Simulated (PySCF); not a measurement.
Consider C5H8NO2 (doublet).

```xyz
16

N     1.6190    0.1062   -0.9698
C     1.3185   -0.8423   -0.0595
O     2.0895   -1.7137    0.2745
C    -0.0790   -0.7018    0.5425
C    -1.1504   -0.4828   -0.5358
C    -1.1336    1.0016   -0.6596
O    -0.6858    1.5970    0.4927
C    -0.1856    0.5984    1.3613
H     0.9263    0.7879   -1.2542
H     2.5178    0.0846   -1.4213
H    -0.2640   -1.5791    1.1615
H    -2.1241   -0.8572   -0.1870
H    -0.9213   -0.9904   -1.4739
H    -1.8221    1.5913   -1.2365
H    -0.8896    0.4787    2.1943
H     0.7768    0.9305    1.7595
```

Geometry: GFN2-xTB.

These are results of UKS B3LYP, pcH-1 on C H N O, non-relativistic, mean-field spin-orbit, GIAO (PySCF 2.14.0, density-fitted response routines), not measurements.

What can the converged electron density, electron localisation function and spin density tell about the bonding?

C–O (1.21 Å): ρ at the midpoint is about 3.3 e/Å³; the ELF peaks at about 0.85 between the atoms: a multiple bond.
C–N (1.35 Å): the density is about 2.4 e/Å³ at the midpoint; the ELF peaks at about 0.90 between the atoms; a covalent bond.
N–H (1.01 Å): the density is about 2.9 e/Å³ at the midpoint; the ELF climbs to about 1 towards the hydrogen, as it does in any bond to H: an ordinary covalent bond to hydrogen.
C–C (1.53 Å): the density is about 1.7 e/Å³ at the midpoint; the ELF peaks at about 0.95 between the atoms, as expected for a covalent bond.
The unpaired spin (1 electron) lies mostly on C6 (about 0.6) and O7 (about 0.2), in electrons by Hirshfeld's partition.

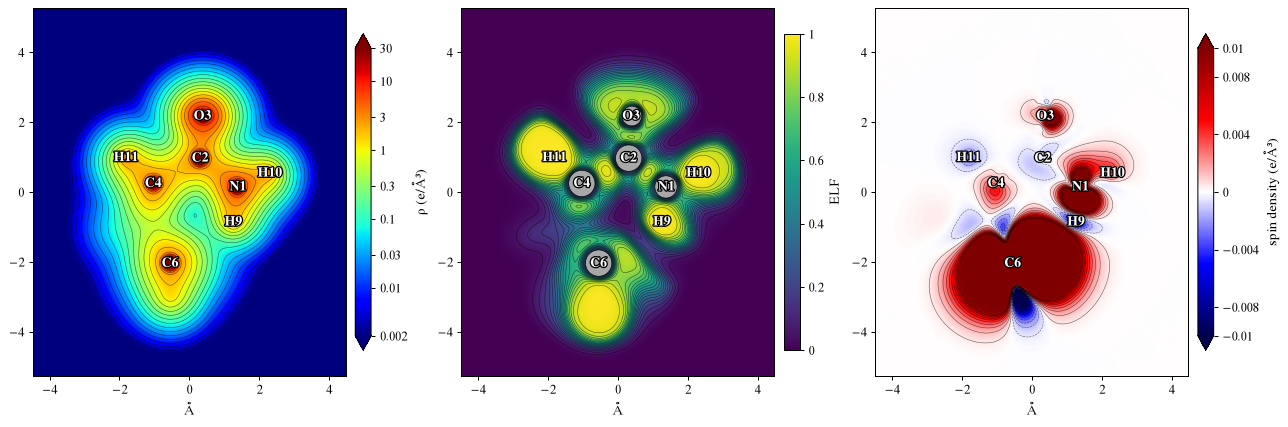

Computed electron density, electron localisation function and spin density on the plane of atoms C2, N1 and H9, in this order. Grey discs cover the atomic cores in the ELF map. 
